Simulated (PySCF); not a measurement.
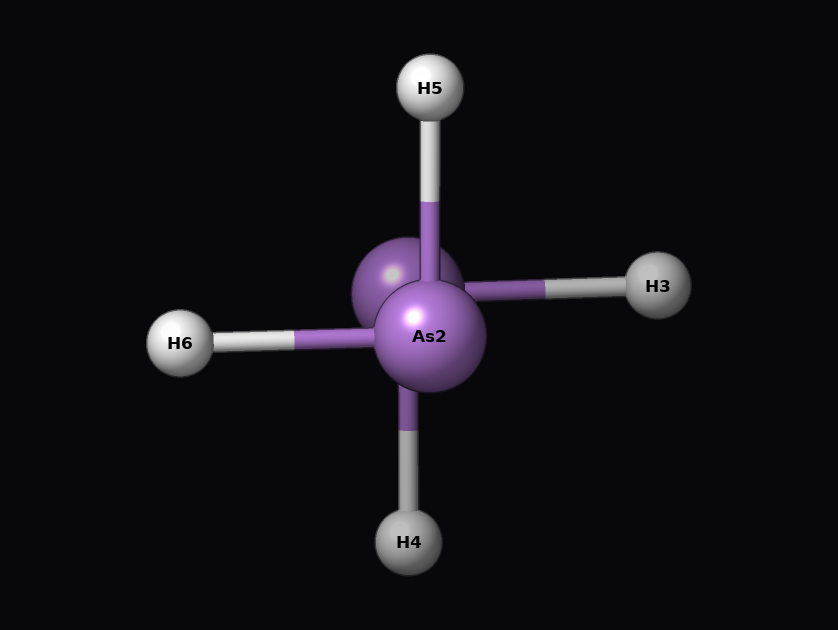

As1 lies behind As2. The molecule seen nearly along the As2–As1 bond, As2 in front. Atoms fade into the background with distance from the viewer. Computed geometry: PBE0-D3(BJ)/def2-SVP optimisation. No frequency run is at hand to confirm it as a minimum.

**What is the torsion angle H5–As2–As1–H3? The sign is positive where the front bond must turn clockwise to cover the back bond.**

89°, about perpendicular.
